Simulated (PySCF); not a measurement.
C$_{3}$H$_{7}$FOSi

```yaml
atoms:
  - { symbol: O, position_ang: [2.2760, 0.3897, -0.8343] }
  - { symbol: Si, position_ang: [1.1439, -0.4642, -0.0521] }
  - { symbol: C, position_ang: [-0.5667, -0.7497, -0.8646] }
  - { symbol: C, position_ang: [-1.2882, 0.0298, 0.2579] }
  - { symbol: C, position_ang: [-0.0783, 0.5543, 1.0485] }
  - { symbol: F, position_ang: [0.0756, 1.9300, 0.8759] }
  - { symbol: H, position_ang: [2.1230, 1.2991, -1.0867] }
  - { symbol: H, position_ang: [1.8780, -1.5649, 0.5417] }
  - { symbol: H, position_ang: [-0.6971, -0.2820, -1.8396] }
  - { symbol: H, position_ang: [-0.9149, -1.7752, -0.9573] }
  - { symbol: H, position_ang: [-1.9038, -0.6210, 0.8754] }
  - { symbol: H, position_ang: [-1.9073, 0.8458, -0.1106] }
  - { symbol: H, position_ang: [-0.1446, 0.4088, 2.1281] }
```

Geometry: GFN2-xTB.

Level of theory: PBE0/pcSseg-1, SCF density, gas phase, non-relativistic in PySCF.

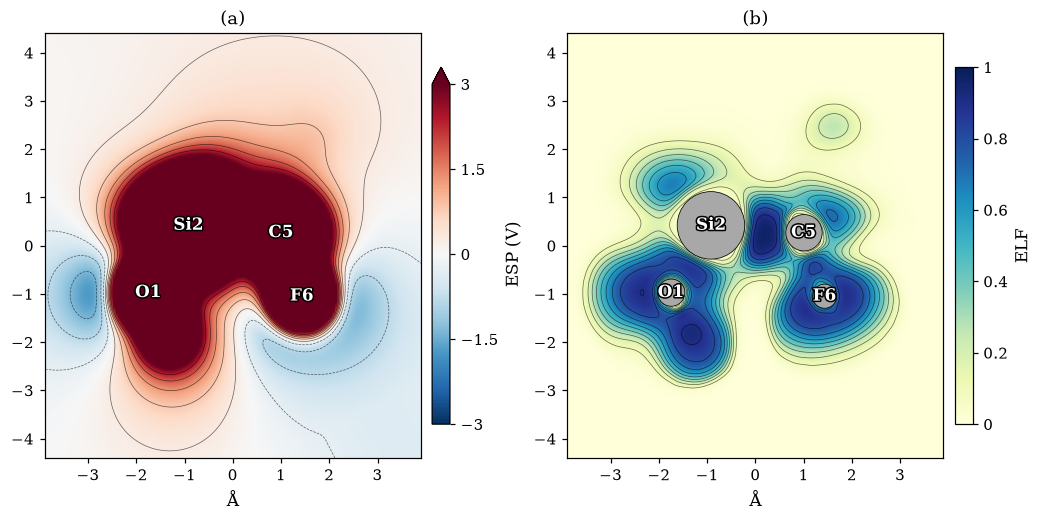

Figure 1. (a) molecular electrostatic potential; (b) ELF on the plane of atoms O1, Si2 and C5. Grey discs cover the atomic cores in the ELF map.

Question: Read the bonding off the picture.

Answer: The plane passes through O, Si, C and F nuclei.
C–F (1.39 Å): the ELF peaks at about 0.80 between the atoms: a polar covalent bond.
Si–O (1.62 Å): the ELF peaks at about 0.85 between the atoms: a polar covalent bond.
C–Si (1.93 Å): the ELF peaks at about 0.95 between the atoms (a shared electron pair).
The ELF also peaks beside F6 and O1, away from the bonds: lone-pair regions.
Outside the dense part of the molecule the potential is most negative (−1.7 V) near O1.

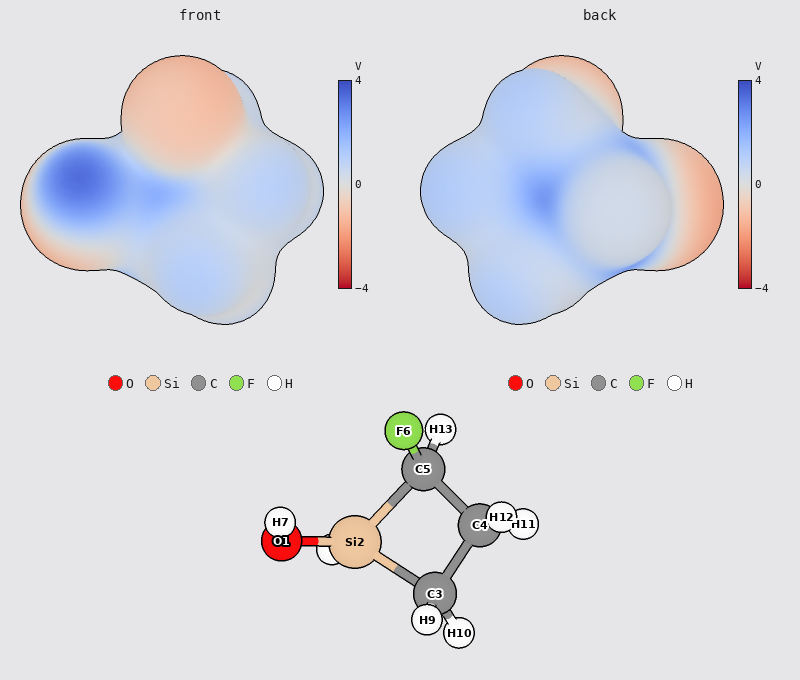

Figure 2. The molecular electrostatic potential painted on the density surface at 0.004 e/bohr³, seen from the front and from behind; red is negative and blue positive. The bare structure is drawn below in the same view.

Question: Which sites attract a positive test charge, and which a negative one?

Answer: A positive charge is drawn to the negative regions and a negative charge to the positive ones. The most negative region (about −1.5 V, or −35 kcal/mol for a unit charge) lies over O1, the most positive (about +3.2 V, or +74 kcal/mol for a unit charge) over H7. O1 is the likeliest acceptor of a hydrogen bond.
